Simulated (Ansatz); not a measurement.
# BOF (fluoro(oxo)borane) at 3 levels

Aim: a comparison of 3 runs (B3LYP/6-31G*, PBE0/def2-SVP, MP2/6-31G*) of BOF (fluoro(oxo)borane). 

Program for the calculation: Ansatz 0.2.0.

11 further runs of the same task are left out: 1 that didn't finish, 10 set aside as unsound or not needed.

## 1. Starting point

The species is BOF (3 atoms), meant as a singlet with charge 0. SMILES: `O=BF`. The shape is that of a PBE0-D4/def2-TZVP optimisation.

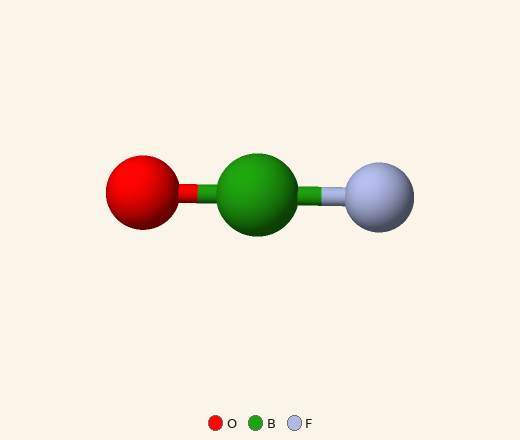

The structure, seen from a chosen angle (oxygen red, boron green, fluorine light blue).

## 2. Energy and forces at B3LYP/6-31G(d) (spherical functions) (run 1)

molecule.yaml reads:

```yaml
crystal:
  periodic: [false, false, false]
  atoms:
    - {symbol: O, position_ang: [0.983100, -0.565100, 0.479900]}
    - {symbol: B, position_ang: [0.020300, -0.011600, 0.009900]}
    - {symbol: F, position_ang: [-1.003400, 0.576800, -0.489800]}
basis:
  gaussian:
    orbitals: 6-31G_st_-spherical.json
hamiltonian:
  xc: {name: B3LYP}
accuracy: high
output:
  forces: true
  orbitals: {seedname: orbitals}
```

The basis set 6-31G* is read from a file made from the Basis Set Exchange's data (not shown).

Launch:

```
$ ansatz run molecule.yaml --threads 1 --pin off --max-ram 2610MiB --events-out events.jsonl --progress --plain --runs-dir runs
```

Standard output:

```text
Warning: RAYON_NUM_THREADS=1 ignored (pool sized by the plan → 1); use --threads N
Functional definition: B3LYP
  name "B3LYP"
  parameter a0 = 0.2
  parameter ax = 0.72
  parameter ac = 0.81
  exchange = (1 - a0 - ax)*slater_x + ax*b88_x + a0*exact_x
  correlation = (1 - ac)*vwn_rpa_c + ac*lyp_c
780 factors; integrals over basis functions are off by at most 3.3e-9 eV
mean field evaluation 1: about -5436.3707 eV, gradient 5.7e1 eV
mean field evaluation 2: about -5405.3365 eV, gradient 1.3e2 eV
mean field evaluation 4: about -5442.0840 eV, gradient 8.2e0 eV
mean field evaluation 8: about -5442.1830 eV, gradient 3.4e-2 eV
mean field evaluation 16: about -5442.1830 eV, gradient 8.4e-8 eV
mean field -5442.18303527 eV, -199.9965377019 hartree, gradient 8.4e-8 eV, S^2 0.000000; 0 other end points of the search recorded, 0 dependent functions left out
the calculation of the forces begins
reference -5442.18305731 eV, -199.9965385119 hartree; 11, 11 occupied and 31, 31 virtual orbitals, 780 factors
Total energy: -5442.18305731 eV, -199.9965385119 hartree
Atom 0 at     0.983100    -0.565100     0.479900 Å, force     0.382923    -0.219933     0.186874 eV/Å
Atom 1 at     0.020300    -0.011600     0.009900 Å, force    -0.066267     0.037733    -0.032254 eV/Å
Atom 2 at    -1.003400     0.576800    -0.489800 Å, force    -0.316657     0.182199    -0.154620 eV/Å
Dipole moment:    -0.339276     0.195064    -0.165626 e Å
```

Run time: 1.4 s. Hardware: 1 thread of Arm Neoverse V2, shared host.

## 3. Energy and gradient at PBE0/def2-SVP (run 2)

job.yaml reads:

```yaml
crystal:
  periodic: [false, false, false]
  atoms:
    - {symbol: O, position_ang: [0.983100, -0.565100, 0.479900]}
    - {symbol: B, position_ang: [0.020300, -0.011600, 0.009900]}
    - {symbol: F, position_ang: [-1.003400, 0.576800, -0.489800]}
basis:
  gaussian:
    orbitals: def2-SVP
hamiltonian:
  xc: {name: PBE0}
accuracy: high
output: {forces: true, orbitals: {seedname: orbitals}}
```

Launch:

```
$ ansatz run job.yaml --threads 1 --pin off --max-ram 2610MiB --events-out events.jsonl --progress --plain --runs-dir runs
```

Standard output, cut to the lines that bear on the results:

```text
Warning: RAYON_NUM_THREADS=1 ignored (pool sized by the plan → 1); use --threads N
Functional definition: PBE0
  name "PBE0"
[...]
790 factors; integrals over basis functions are off by at most 3.4e-9 eV
[...]
mean field -5432.43484962 eV, -199.6382984868 hartree, gradient 3.5e-9 eV, S^2 0.000000; 0 other end points of the search recorded, 0 dependent functions left out
[...]
reference -5432.43485131 eV, -199.6382985490 hartree; 11, 11 occupied and 31, 31 virtual orbitals, 790 factors
Total energy: -5432.43485131 eV, -199.6382985490 hartree
Atom 0 at     0.983100    -0.565100     0.479900 Å, force    -0.056452     0.032664    -0.027613 eV/Å
Atom 1 at     0.020300    -0.011600     0.009900 Å, force     0.078462    -0.045512     0.038408 eV/Å
Atom 2 at    -1.003400     0.576800    -0.489800 Å, force    -0.022010     0.012848    -0.010795 eV/Å
Dipole moment:    -0.328916     0.189112    -0.160569 e Å
```

Run time: 1.3 s. Hardware: 1 thread of Arm Neoverse V2, shared host.

## 4. Energy and forces at MP2/6-31G(d) (spherical functions) (run 3)

input.yaml reads:

```yaml
crystal:
  periodic: [false, false, false]
  atoms:
    - {symbol: O, position_ang: [0.983100, -0.565100, 0.479900]}
    - {symbol: B, position_ang: [0.020300, -0.011600, 0.009900]}
    - {symbol: F, position_ang: [-1.003400, 0.576800, -0.489800]}
basis:
  gaussian:
    orbitals: 6-31G_st_-spherical.json
correlation:
  method: mp2
  frozen_orbitals: {B: 1, F: 1, O: 1}
accuracy: high
output: {forces: true, orbitals: {seedname: orbitals}}
```

The basis set 6-31G* is read from a file made from the Basis Set Exchange's data (not shown).

Launch:

```
$ ansatz run input.yaml --threads 1 --pin off --max-ram 2610MiB --events-out events.jsonl --progress --plain --runs-dir runs
```

Standard output, cut to the lines that bear on the results:

```text
Warning: RAYON_NUM_THREADS=1 ignored (pool sized by the plan → 1); use --threads N
Functional definition: HF
  name "HF"
[...]
780 factors; integrals over basis functions are off by at most 3.3e-9 eV
[...]
mean field -5417.06507837 eV, -199.0734698115 hartree, gradient 3.2e-8 eV, S^2 0.000000; 0 other end points of the search recorded, 0 dependent functions left out
3 core orbitals not correlated: weight in the atoms' cores, before any rotation towards them, 1.000 or more for the frozen orbitals, at most 0.000 for the correlated occupied ones
reference -5417.06507837 eV, -199.0734698115 hartree; 8, 8 occupied and 31, 31 virtual orbitals, 780 factors
second order -11.42049262 eV of doubles, -0.00000000 eV of singles
[...]
Total energy: -5428.48557099 eV, -199.4931651742 hartree
Atom 0 at     0.983100    -0.565100     0.479900 Å, force     1.296248    -0.744982     0.632720 eV/Å
Atom 1 at     0.020300    -0.011600     0.009900 Å, force    -0.476380     0.273540    -0.232465 eV/Å
Atom 2 at    -1.003400     0.576800    -0.489800 Å, force    -0.819868     0.471442    -0.400256 eV/Å
Dipole moment:    -0.320705     0.184389    -0.156560 e Å
```

Run time: 0.66 s. Hardware: 1 thread of Arm Neoverse V2, shared host.

## 5. Overview of the runs

```csv
run,level,frozen core orbitals,energy (Eh),dipole moment (D),HOMO energy (eV),LUMO energy (eV),wall time
1,B3LYP/6-31G* (spherical functions),–,-199.996539,2.04,-9.56,0.65,1.4 s
2,PBE0/def2-SVP,–,-199.638299,1.98,-10.11,0.16,1.3 s
3,MP2/6-31G* (spherical functions),3,-199.493165,1.93,-14.01,4.74,0.66 s
```

## 6. What came out

| quantity | value |
| --- | --- |
| run 3: total energy | -199.49317 Eh |
| run 3: dipole moment (correlated density) | 1.93 D |
| run 3: HOMO energy (Hartree–Fock orbitals) | -14.01 eV |
| run 3: LUMO energy (Hartree–Fock orbitals) | 4.74 eV |
| run 3: HOMO–LUMO gap (Hartree–Fock orbitals) | 18.75 eV |
| run 3: correlation energy (3 core orbitals frozen) | -419.7 mEh |
| run 3: largest force on an atom | 1.623 eV/Å |

What this shows: The dipole moment (its size) runs from 1.93 D (MP2/6-31G*) to 2.04 D (B3LYP/6-31G*). Totals of different functionals can't be ranked against each other. All runs together took 3.4 s, the longest 1.4 s.
